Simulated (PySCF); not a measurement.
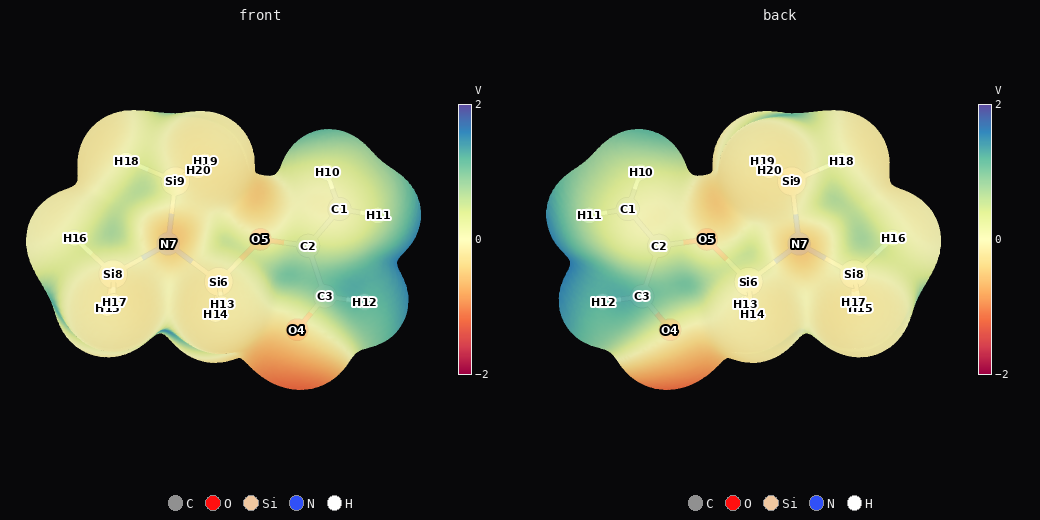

C3H11NO2Si3 (SMILES C=C(C=O)O[SiH2]N([SiH3])[SiH3]). The electrostatic potential painted on the density surface at 0.002 e/bohr³, seen from the front and from behind; the colour scale runs from red (negative) to blue (positive).

Geometry: GFN2-xTB.

Computed with PySCF 2.14.0, PBE0/pcSseg-1, SCF density, gas phase, non-relativistic.

```xyz
20

C     2.6651    1.3007    1.7295
C     2.1092    0.3333    0.9867
C     2.9086   -0.7677    0.4424
O     2.4182   -1.6475   -0.2211
O     0.8161    0.3029    0.6964
Si    0.0273   -0.8275   -0.2044
N    -1.5611   -0.1372   -0.1079
Si   -2.7724   -1.0190   -0.9791
Si   -1.8179    1.3331    0.7945
H     2.0677    2.1027    2.1241
H     3.7168    1.2981    1.9472
H     3.9842   -0.7443    0.6754
H    -0.0002   -2.1260    0.4610
H     0.4484   -0.7995   -1.6011
H    -2.4131   -1.0505   -2.3990
H    -4.0494   -0.3433   -0.7738
H    -2.8117   -2.3920   -0.4711
H    -3.2462    1.6273    0.6824
H    -1.4571    1.1351    2.2013
H    -1.0376    2.4319    0.2167
```

**Where is the surface potential most negative and most positive?**

The most negative region (about −1.2 V, or −28 kcal/mol for a unit charge) lies over O4, the most positive (about +1.6 V, or +37 kcal/mol for a unit charge) over H11 and H12. O4 is the likeliest acceptor of a hydrogen bond.

**What dipole moment does the calculation give?**

Its dipole moment is 3.10 D.
